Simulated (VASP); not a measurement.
Band structure of SbW (space group Cmcm). All values below come from PBE GGA, VASP's PBE PAW potentials (set 64) (plane waves; VASP).

Unless said otherwise, spin-orbit coupling is left out, though it shifts the bands of the heavy elements here.

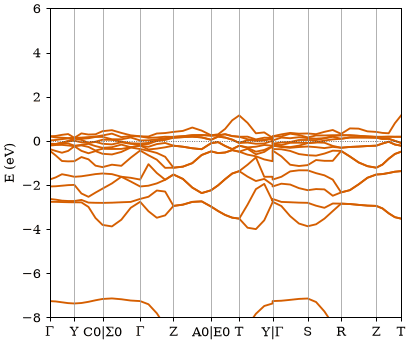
Figure. Bands along high-symmetry lines, zero at the valence-band maximum or, without a gap, the Fermi level

Read the plot: is there a gap, and where are the band edges?

It has no gap at this level: it comes out as a metal or semimetal.

The structure was generated: SbW was put into an ordered model structure, which need not be its known phase. The cell was not relaxed at this level. The k-mesh is coarse (spacing up to 0.44 per Å, 2π included), so the numbers may not be converged in it. VASP warned that the highest band is occupied, so more bands are needed.
